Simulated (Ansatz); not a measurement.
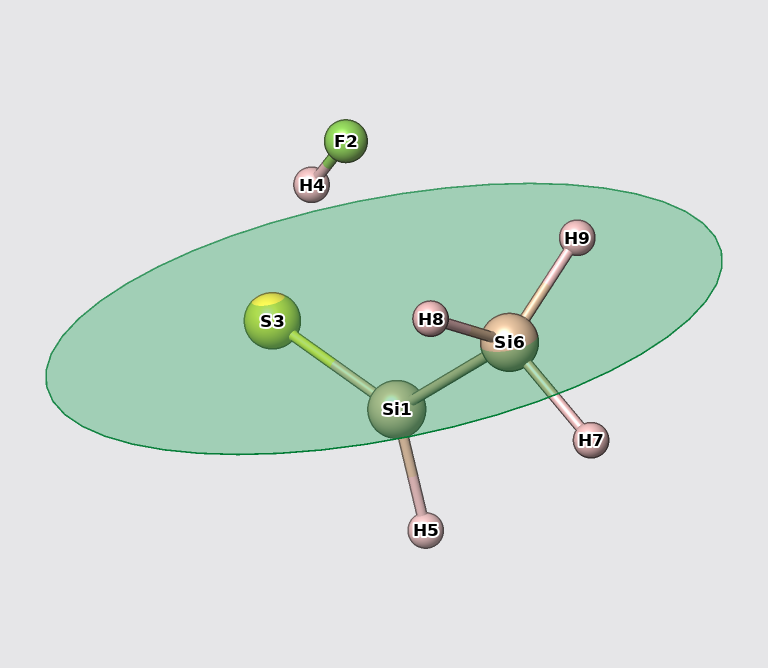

A disc through the centre of mass is drawn in. Atoms fade into the background with distance from the viewer. The computed structure is the end point of a PBE0-D4/def2-TZVP optimisation.

> Is the plane of the disc a mirror plane of the structure?

No. The point group is Cs, with 1 mirror plane, and this plane isn't one of its mirror planes.
